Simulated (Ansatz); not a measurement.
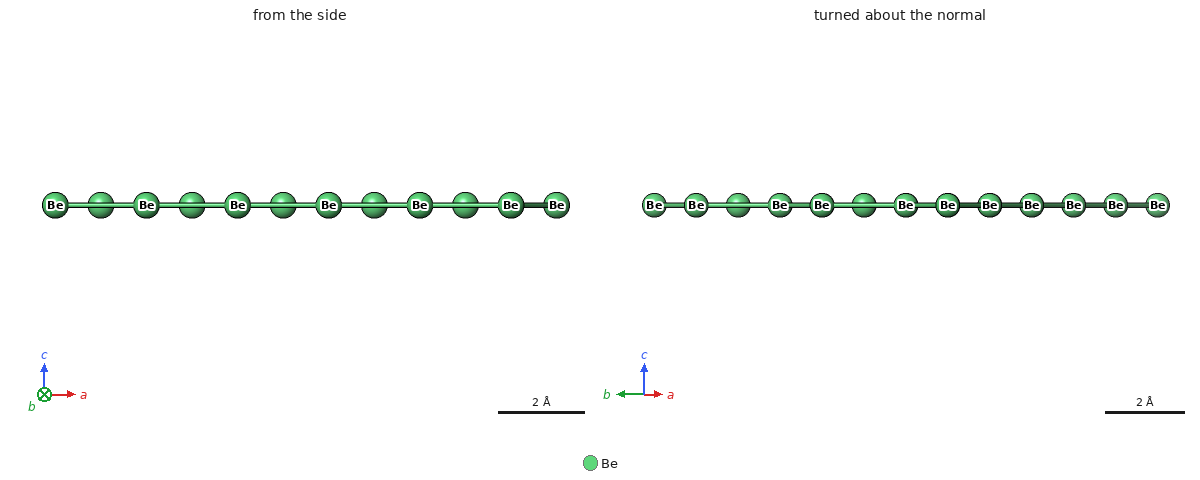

A ball-and-stick picture of a periodic sheet, seen from the side and turned about the normal. The surface normal points up in side views; the vacuum is left out. 3×3 cells are drawn in the plane, with atoms at the edges repeated.

The cell holds 4 Be.

Q: What is the thickness of the slab?

A: About 0.0 Å from the lowest to the highest atom.

Q: Describe the bonded network.

A: Each Be atom has six Be at about 2.1 Å around it. The bonds build Be layers parallel to the surface.

Origin of the cell: a structure type filled with this element by a generator (whether the element takes this form wasn't checked). The picture shows the end point of a geometry optimisation with DFT PBE, scalar-relativistic, plane waves, PAW (Ansatz).
